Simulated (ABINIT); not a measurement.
# TlGa3 (Pm-3m): phonons by linear response

How does TlGa3 (Pm-3m) vibrate, and is this structure a minimum?

Program: ABINIT 10.8.3. Level of theory: DFT LDA, scalar-relativistic, plane waves, HGH norm-conserving pseudopotentials. Results are calculated unless marked as measured.

The structure was built from a prototype and need not be the compound's stable phase.

## Step 1: The structure

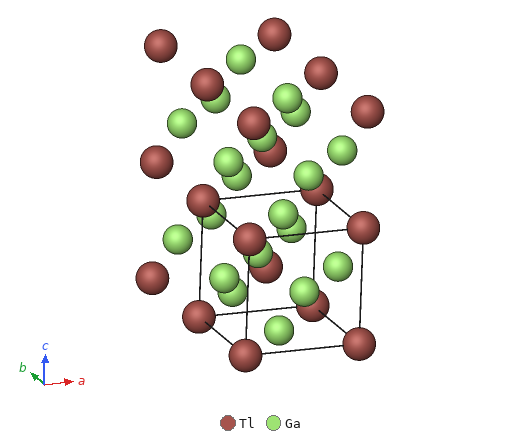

The starting structure, seen slightly off an axis (thallium brown, gallium green). 1×2×2 cells are drawn. Some periodic images of atoms are drawn too.

## Step 2: A first look

A first run with smearing and empty bands tells whether the crystal has a gap, which decides between fixed occupations and smearing later on.

probe.abi reads:

```
# ground state
tolvrs 1.0d-08
prtden 1
prtwf 1

# basis, mesh and filling
ecut 20.0
ixc 7
ngkpt 4 4 4
nshiftk 1
shiftk 0.0 0.0 0.0
istwfk *1
occopt 7
tsmear 0.005
nband 12
nstep 100
diemac 9.0
prtebands 0
prtgsr 0
useylm 1

# cell and atoms
acell 3*1.0 Angstrom
rprim 
    4.35434893 0.0 0.0
    0.0 4.35434893 0.0
    0.0 0.0 4.35434893
ntypat 2
znucl 81 31
natom 4
typat 1 2 2 2
xred 
    0.0 0.0 0.0
    0.0 0.5 0.5
    0.5 0.0 0.5
    0.5 0.5 0.0
pp_dirpath "./pseudo"
pseudos "Tl.hgh, Ga.hgh"
```

Run with:

```
$ OMP_NUM_THREADS=1 mpirun -n 4 abinit probe.abi > probe.log
```

Numbers of over 12 decimals in the logs are rounded to 6 here.

probe.abo, the main output file:

```text
[banners, grids, parts of the stress and lines that vanish by symmetry left out]
- input  file    -> probe.abi
- output file    -> probe.abo
- root for input  files -> probei
[...]
Symmetries : space group Pm -3 m (#221); Bravais cP (primitive cubic)
[...]
mpw =        2409          nfft =       46656          nkpt =          10
[...]
== DATASET  1 ==================================================================
[...]
cutoff_energies: {ecut:  20.0, pawecutdg:  -1.0, }
[...]
Exchange-correlation functional for the present dataset will be:
  LDA: Perdew-Wang 92 LSD fit to Ceperley-Alder data - ixc=7
[...]
ETOT  1  -8.858918    -8.859E+00 6.795E-03 2.853E+02
 ETOT  2  -8.921077    -6.216E-02 2.469E-04 7.343E-01
 ETOT  3  -8.921179    -1.018E-04 1.724E-04 1.746E-02
 ETOT  4  -8.921180    -1.407E-06 6.205E-05 3.767E-04
 ETOT  5  -8.921180    -5.901E-08 1.052E-04 9.468E-07
 ETOT  6  -8.921180    -1.864E-10 2.613E-05 6.081E-09
 At SCF step    6       vres2   =  6.08E-09 < tolvrs=  1.00E-08 =>converged.
[...]
sigma(1 1)=  1.76363278E-04  sigma(3 2)=  0.00000000E+00
  sigma(2 2)=  1.76363278E-04  sigma(3 1)=  0.00000000E+00
  sigma(3 3)=  1.76363278E-04  sigma(2 1)=  0.00000000E+00
[...]
convergence: {deltae: -1.864E-10, res2:  6.081E-09, residm:  2.613E-05, diffor: null, }
etotal    :  -8.92118049E+00
[...]
sigma(1 1)=  1.76363278E-04  sigma(3 2)=  0.00000000E+00
  sigma(2 2)=  1.76363278E-04  sigma(3 1)=  0.00000000E+00
  sigma(3 3)=  1.76363278E-04  sigma(2 1)=  0.00000000E+00
[...]
- sigma(1 1)=  5.18878679E+00  sigma(3 2)=  0.00000000E+00
- sigma(2 2)=  5.18878679E+00  sigma(3 1)=  0.00000000E+00
- sigma(3 3)=  5.18878679E+00  sigma(2 1)=  0.00000000E+00
[...]
fcart     -0.0000000000E+00 -0.0000000000E+00 -0.0000000000E+00
           strten      1.7636327846E-04  1.7636327846E-04  1.7636327846E-04
================================================================================

[key lines of the parts left out:]
pressure_GPa:  -5.1888E+00
```

The job ended after 2.5 s (4 MPI ranks of Arm Neoverse V1, shared host).

This step gave:

```
volume per atom   : 20.64 Å³
pressure          : -5.189 GPa
gap on the k-mesh : 0 eV
```

No gap opens on this mesh, so smearing is kept; the printed pressure holds the stress of the finite basis too.

## Step 3: Rough relaxation

The typed start is rough, so a first relaxation with smearing and loose thresholds takes it towards rest cheaply.

prerelax.abi reads:

```
# relaxation
ionmov 2
optcell 2
dilatmx 1.15
chkdilatmx 0
ntime 40
tolmxf 3.0d-04
tolvrs 1.0d-10
prtwf 0
prtden 0
chksymtnons 0

# basis, mesh and filling
ecut 21.0
ecutsm 3.0
ixc 7
ngkpt 4 4 4
nshiftk 1
shiftk 0.0 0.0 0.0
istwfk *1
occopt 7
tsmear 0.005
nband 12
nstep 100
diemac 1000000.0
prtebands 0
prtgsr 0
useylm 1

# cell and atoms
acell 3*1.0 Angstrom
rprim 
    4.35434893 0.0 0.0
    0.0 4.35434893 0.0
    0.0 0.0 4.35434893
ntypat 2
znucl 81 31
natom 4
typat 1 2 2 2
xred 
    0.0 0.0 0.0
    0.0 0.5 0.5
    0.5 0.0 0.5
    0.5 0.5 0.0
pp_dirpath "./pseudo"
pseudos "Tl.hgh, Ga.hgh"
```

Run with:

```
$ OMP_NUM_THREADS=1 mpirun -n 4 abinit prerelax.abi > prerelax.log
```

prerelax.abo, the main output file:

```text
[banners, grids, parts of the stress and lines that vanish by symmetry left out]
- input  file    -> prerelax.abi
- output file    -> prerelax.abo
- root for input  files -> prerelaxi
[...]
Symmetries : space group Pm -3 m (#221); Bravais cP (primitive cubic)
[...]
mpw =        3948          nfft =       64000          nkpt =          10
[...]
== DATASET  1 ==================================================================
[...]
cutoff_energies: {ecut:  21.0, pawecutdg:  -1.0, }
[...]
Exchange-correlation functional for the present dataset will be:
  LDA: Perdew-Wang 92 LSD fit to Ceperley-Alder data - ixc=7
[...]
ETOT  1  -8.860108    -8.860E+00 1.500E-02 3.848E+02
 ETOT  2  -8.920613    -6.050E-02 4.800E-04 4.857E+00
 ETOT  3  -8.921174    -5.608E-04 9.813E-05 5.904E-02
 ETOT  4  -8.921180    -6.187E-06 1.418E-04 3.039E-04
 ETOT  5  -8.921180    -4.686E-08 2.787E-05 2.960E-06
[...]
ETOT  5  -8.927049    -3.997E-13 7.113E-08 1.261E-11
 At SCF step    5       vres2   =  1.26E-11 < tolvrs=  1.00E-10 =>converged.
[...]
sigma(1 1)=  3.75680630E-07  sigma(3 2)=  0.00000000E+00
  sigma(2 2)=  3.75680630E-07  sigma(3 1)=  0.00000000E+00
  sigma(3 3)=  3.75680630E-07  sigma(2 1)=  0.00000000E+00
[...]
convergence: {deltae: -3.997E-13, res2:  1.261E-11, residm:  7.113E-08, diffor: null, }
etotal    :  -8.92704852E+00
[...]
At Broyd/MD step   5, gradients are converged :
[...]
sigma(1 1)=  3.75680630E-07  sigma(3 2)=  0.00000000E+00
  sigma(2 2)=  3.75680630E-07  sigma(3 1)=  0.00000000E+00
  sigma(3 3)=  3.75680630E-07  sigma(2 1)=  0.00000000E+00
[...]
- sigma(1 1)=  1.10529057E-02  sigma(3 2)=  0.00000000E+00
- sigma(2 2)=  1.10529057E-02  sigma(3 1)=  0.00000000E+00
- sigma(3 3)=  1.10529057E-02  sigma(2 1)=  0.00000000E+00
[...]
fcart     -0.0000000000E+00 -0.0000000000E+00 -0.0000000000E+00
           strten      3.7568062966E-07  3.7568062966E-07  3.7568062966E-07
================================================================================

[key lines of the parts left out:]
pressure_GPa:  -1.1053E-02
Total energy (etotal) [Ha]= -8.92704851688603E+00
```

Run time: 14 s. Hardware: 4 MPI ranks.

Relaxation path:

```
step  energy less that of the first step (eV)  largest force (eV/Å)  volume (Å³)
   1                                   0.0000                0.0000        82.56
   2                                  -0.0401                0.0000        81.26
   3                                  -0.1470                0.0000        71.74
   4                                  -0.1593                0.0000        74.24
   5                                  -0.1597                0.0000        73.89
```

```
conventional cell, symmetrised  before  after   change
                         a (Å)   4.354  4.196   -3.6 %
                         b (Å)   4.354  4.196   -3.6 %
                         c (Å)   4.354  4.196   -3.6 %
              volume (Å³/atom)   20.64  18.47  -10.5 %
```

The relaxed structure:

```cif
data_structure
_symmetry_space_group_name_H-M 'P 1'
_symmetry_Int_Tables_number 1
_cell_length_a 4.1962
_cell_length_b 4.1962
_cell_length_c 4.1962
_cell_angle_alpha 90.000
_cell_angle_beta 90.000
_cell_angle_gamma 90.000
_cell_volume 73.89
loop_
_atom_site_label
_atom_site_type_symbol
_atom_site_fract_x
_atom_site_fract_y
_atom_site_fract_z
_atom_site_occupancy
Tl1 Tl 0.00000 0.00000 0.00000 1
Ga2 Ga 0.00000 0.50000 0.50000 1
Ga3 Ga 0.50000 0.00000 0.50000 1
Ga4 Ga 0.50000 0.50000 0.00000 1
```

Read from the output:

| Quantity | Value |
| --- | --- |
| volume per atom | 18.47 Å³ |
| pressure | -0.01105 GPa |

The volume changes by -10.5 % in this run and stands -10.5 % from the first cell.

## Step 4: Relaxation

The harmonic expansion needs vanishing forces, and a free crystal bears no stress, so cell and atoms are brought to rest. Stress is more sensitive to the basis than forces are: the last 3 Ha under the cutoff are smoothed with ecutsm, and the cutoff is raised above that of the later runs.

relax.abi reads:

```
# relaxation
ionmov 2
optcell 2
dilatmx 1.08
ntime 40
tolmxf 1.0d-05
tolvrs 1.0d-14
prtwf 0
prtden 0
chksymtnons 0

# basis, mesh and filling
ecut 26.0
ecutsm 3.0
ixc 7
ngkpt 6 6 6
nshiftk 1
shiftk 0.0 0.0 0.0
istwfk *1
occopt 7
tsmear 0.01
nband 12
nstep 100
diemac 1000000.0
prtebands 0
prtgsr 0
useylm 1

# cell and atoms
acell 3*1.0 Angstrom
rprim 
    4.196170185 0.0 0.0
    0.0 4.196170185 0.0
    0.0 0.0 4.196170185
ntypat 2
znucl 81 31
natom 4
typat 1 2 2 2
xred 
    0.0 0.0 0.0
    0.0 0.5 0.5
    0.5 0.0 0.5
    0.5 0.5 0.0
pp_dirpath "./pseudo"
pseudos "Tl.hgh, Ga.hgh"
```

Run with:

```
$ OMP_NUM_THREADS=1 mpirun -n 4 abinit relax.abi > relax.log
```

relax.abo, the main output file:

```text
[banners, grids, parts of the stress and lines that vanish by symmetry left out]
- input  file    -> relax.abi
- output file    -> relax.abo
- root for input  files -> relaxi
[...]
Symmetries : space group Pm -3 m (#221); Bravais cP (primitive cubic)
[...]
mpw =        4012          nfft =       64000          nkpt =          20
[...]
== DATASET  1 ==================================================================
[...]
cutoff_energies: {ecut:  26.0, pawecutdg:  -1.0, }
[...]
Exchange-correlation functional for the present dataset will be:
  LDA: Perdew-Wang 92 LSD fit to Ceperley-Alder data - ixc=7
[...]
ETOT  1  -8.873574    -8.874E+00 8.084E-03 3.508E+02
 ETOT  2  -8.926462    -5.289E-02 5.013E-04 5.377E+00
 ETOT  3  -8.927074    -6.120E-04 1.425E-04 2.222E-02
 ETOT  4  -8.927076    -1.989E-06 1.411E-04 1.948E-04
 ETOT  5  -8.927076    -2.307E-08 2.217E-05 1.329E-06
[...]
At SCF step    9       vres2   =  1.72E-15 < tolvrs=  1.00E-14 =>converged.
[...]
sigma(1 1)=  9.63477958E-06  sigma(3 2)=  0.00000000E+00
  sigma(2 2)=  9.63477958E-06  sigma(3 1)=  0.00000000E+00
  sigma(3 3)=  9.63477958E-06  sigma(2 1)=  0.00000000E+00
[...]
convergence: {deltae: -7.816E-14, res2:  1.725E-15, residm:  3.757E-06, diffor: null, }
etotal    :  -8.92707558E+00
[...]
ETOT  1  -8.927079    -8.927E+00 2.423E-06 1.421E-04
[...]
At SCF step    6       vres2   =  1.85E-15 < tolvrs=  1.00E-14 =>converged.
[...]
sigma(1 1)=  7.96214234E-06  sigma(3 2)=  0.00000000E+00
  sigma(2 2)=  7.96214234E-06  sigma(3 1)=  0.00000000E+00
  sigma(3 3)=  7.96214234E-06  sigma(2 1)=  0.00000000E+00
[...]
convergence: {deltae:  3.908E-14, res2:  1.854E-15, residm:  2.834E-06, diffor: null, }
etotal    :  -8.92707938E+00
[...]
ETOT  1  -8.927087    -8.927E+00 5.816E-06 3.187E-03
[...]
ETOT  6  -8.927087    -1.492E-13 4.584E-06 4.045E-14
 ETOT  7  -8.927087     1.776E-15 4.191E-06 1.600E-16
 At SCF step    7       vres2   =  1.60E-16 < tolvrs=  1.00E-14 =>converged.
[...]
sigma(1 1)= -6.59711339E-08  sigma(3 2)=  0.00000000E+00
  sigma(2 2)= -6.59711339E-08  sigma(3 1)=  0.00000000E+00
  sigma(3 3)= -6.59711339E-08  sigma(2 1)=  0.00000000E+00
[...]
convergence: {deltae:  1.776E-15, res2:  1.600E-16, residm:  4.191E-06, diffor: null, }
etotal    :  -8.92708749E+00
[...]
At Broyd/MD step   3, gradients are converged :
[...]
sigma(1 1)= -6.59711339E-08  sigma(3 2)=  0.00000000E+00
  sigma(2 2)= -6.59711339E-08  sigma(3 1)=  0.00000000E+00
  sigma(3 3)= -6.59711339E-08  sigma(2 1)=  0.00000000E+00
[...]
- sigma(1 1)= -1.94093777E-03  sigma(3 2)=  0.00000000E+00
- sigma(2 2)= -1.94093777E-03  sigma(3 1)=  0.00000000E+00
- sigma(3 3)= -1.94093777E-03  sigma(2 1)=  0.00000000E+00
[...]
fcart     -0.0000000000E+00 -0.0000000000E+00 -0.0000000000E+00
           strten     -6.5971133873E-08 -6.5971133873E-08 -6.5971133872E-08
================================================================================

[key lines of the parts left out:]
pressure_GPa:   1.9409E-03
Total energy (etotal) [Ha]= -8.92708748703176E+00
```

Run time: 16 s. Hardware: 4 MPI ranks; 64 s of CPU time.

Step by step:

```
step  energy less that of the first step (eV)  largest force (eV/Å)  volume (Å³)
   1                                   0.0000                0.0000        73.89
   2                                  -0.0001                0.0000        73.82
   3                                  -0.0003                0.0000        73.52
```

```
conventional cell, symmetrised  before  after  change
                         a (Å)   4.196  4.189  -0.2 %
                         b (Å)   4.196  4.189  -0.2 %
                         c (Å)   4.196  4.189  -0.2 %
              volume (Å³/atom)   18.47  18.38  -0.5 %
```

The relaxed structure:

```xyz
4
Lattice="4.1892 0.0000 0.0000 0.0000 4.1892 0.0000 0.0000 0.0000 4.1892" Properties=species:S:1:pos:R:3 pbc="T T T"
Tl    0.0000    0.0000    0.0000
Ga    0.0000    2.0946    2.0946
Ga    2.0946    0.0000    2.0946
Ga    2.0946    2.0946    0.0000
```

Read from the output:

```
volume per atom : 18.38 Å³
pressure        : 0.001941 GPa
```

The volume changes by -0.5 % in this run and stands -11.0 % from the first cell.

## Step 5: Ground state

First-order wavefunctions inherit every error of the ground state, hence the very tight tolvrs. Smearing stays on, as the first look found no gap above 0.3 eV.

gs.abi reads:

```
# ground state
tolvrs 1.0d-16
prtden 1
prtwf 1

# basis, mesh and filling
ecut 20.0
ixc 7
ngkpt 6 6 6
nshiftk 1
shiftk 0.0 0.0 0.0
istwfk *1
occopt 7
tsmear 0.01
nband 12
nstep 100
diemac 1000000.0
prtebands 0
prtgsr 0
useylm 1

# cell and atoms
acell 3*1.0 Angstrom
rprim 
    4.189212456 0.0 0.0
    0.0 4.189212456 0.0
    0.0 0.0 4.189212456
ntypat 2
znucl 81 31
natom 4
typat 1 2 2 2
xred 
    0.0 0.0 0.0
    0.0 0.5 0.5
    0.5 0.0 0.5
    0.5 0.5 0.0
pp_dirpath "./pseudo"
pseudos "Tl.hgh, Ga.hgh"
```

Run with:

```
$ OMP_NUM_THREADS=1 mpirun -n 4 abinit gs.abi > gs.log
```

gs.abo, the main output file:

```text
[banners, grids, parts of the stress and lines that vanish by symmetry left out]
- input  file    -> gs.abi
- output file    -> gs.abo
- root for input  files -> gsi
[...]
Symmetries : space group Pm -3 m (#221); Bravais cP (primitive cubic)
[...]
mpw =        2176          nfft =       32768          nkpt =          20
[...]
== DATASET  1 ==================================================================
[...]
cutoff_energies: {ecut:  20.0, pawecutdg:  -1.0, }
[...]
Exchange-correlation functional for the present dataset will be:
  LDA: Perdew-Wang 92 LSD fit to Ceperley-Alder data - ixc=7
[...]
ETOT  1  -8.876879    -8.877E+00 6.096E-03 1.778E+02
 ETOT  2  -8.926448    -4.957E-02 2.277E-03 2.847E+00
 ETOT  3  -8.927083    -6.350E-04 2.274E-04 1.126E-02
 ETOT  4  -8.927085    -2.175E-06 7.539E-05 8.631E-05
 ETOT  5  -8.927085    -1.999E-08 7.549E-05 5.748E-07
[...]
ETOT  9  -8.927085     5.507E-14 1.805E-05 1.021E-15
 ETOT 10  -8.927085    -1.155E-13 5.223E-06 8.206E-18
 At SCF step   10       vres2   =  8.21E-18 < tolvrs=  1.00E-16 =>converged.
[...]
sigma(1 1)= -3.78120481E-08  sigma(3 2)=  0.00000000E+00
  sigma(2 2)= -3.78120481E-08  sigma(3 1)=  0.00000000E+00
  sigma(3 3)= -3.78120481E-08  sigma(2 1)=  0.00000000E+00
[...]
convergence: {deltae: -1.155E-13, res2:  8.206E-18, residm:  5.223E-06, diffor: null, }
etotal    :  -8.92708514E+00
[...]
sigma(1 1)= -3.78120481E-08  sigma(3 2)=  0.00000000E+00
  sigma(2 2)= -3.78120481E-08  sigma(3 1)=  0.00000000E+00
  sigma(3 3)= -3.78120481E-08  sigma(2 1)=  0.00000000E+00
[...]
- sigma(1 1)= -1.11246886E-03  sigma(3 2)=  0.00000000E+00
- sigma(2 2)= -1.11246886E-03  sigma(3 1)=  0.00000000E+00
- sigma(3 3)= -1.11246886E-03  sigma(2 1)=  0.00000000E+00
[...]
fcart     -0.0000000000E+00 -0.0000000000E+00 -0.0000000000E+00
           strten     -3.7812048077E-08 -3.7812048077E-08 -3.7812048077E-08
================================================================================

[key lines of the parts left out:]
pressure_GPa:   1.1125E-03
```

It took 3.4 s on 4 MPI ranks.

This step gave:

| Property | Result |
| --- | --- |
| pressure | 0.001112 GPa |

The cell stands at 0.0011 GPa, close enough for phonons.

(Continued in part 2 of 4.)

[Host names and launcher messages were left out of these logs when they were recorded.]

[Logs are printed without paths, hosts, clocks, repeated set-up lines and the standing remarks that a program may print on its own settings, such as how far it seeks lower states.]

[Hosts, paths, dates, database ids (printed as entryN), source tags and the programs' standing remarks are cut or masked in the printed files.]
